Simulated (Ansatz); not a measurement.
Electronic density of states of amorphous Ge20S40Ag12, density 3.88 g/cm³, on a 2×2×2 Γ-centred mesh with a Gaussian width of 0.1 eV; energies count from the Fermi level, whose place inside the gap is arbitrary. Cell and mesh are small, so fine structure isn't converged. Computed with PBE-D3(BJ), scalar-relativistic without spin-orbit coupling (plane waves to 420 eV, PAW; Ansatz, a quantum-chemistry and plane-wave program). Sampling: a 2×2×2 Γ-centred mesh; Fermi-Dirac width 0.05 eV; no spin polarisation.

Preparation: random packing, a CHGNet melt and quench, and a DFT relaxation. The hot cell started wider than the set density and was brought back towards it in steps. It is the lowest in DFT energy of 3 quenches. It is a model cell: composition and starting density were chosen by hand, and all elements were melted together. The geometry includes D3(BJ) dispersion. Its density started from a set value of 3.56 and ended at 3.88 g/cm³. The simulated quench (nominally 96 K/ps over its main leg) is rapid and tends to freeze in more defects than a deposited or slowly cooled glass has. One small periodic cell is one sample of the glass; other quenches scatter about these values. Volume and shape were free in the relaxation. Cycles of charging lowered its energy after that relaxation.

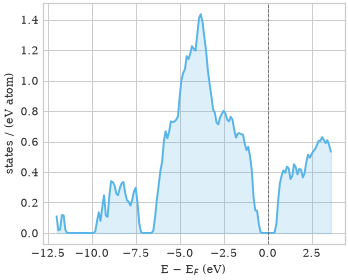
Density of states per atom

The gap on this mesh is 1.13 eV; the broadening fills part of it in the curve.
